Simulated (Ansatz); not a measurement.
The parent structure is Ga$_{2}$O$_{3}$ in the corundum structure (space group R-3c, No. 167; a = 4.950 Å, c = 13.306 Å (hexagonal axes)). Axes: x lies along a and z along c of the hexagonal cell.

It is then changed as follows: uniaxial strain ε_zz = −1.50 %, all other strain components held at zero; the atoms relax in the strained cell.

Level of theory: LDA, PAW, 420 eV (Ansatz, an electronic-structure program; no spin-orbit coupling).

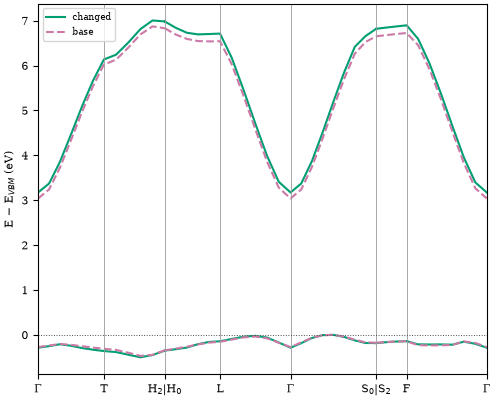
Fig. 1. Highest valence and lowest conduction band along the path, each from its own valence-band maximum

Question: From the figure, how large is the changed gap, and is it direct?

Answer: About 3.2 eV, indirect, Γ–S₀ (50 % along) → Γ.

Whether these cells are dynamically stable was not tested.
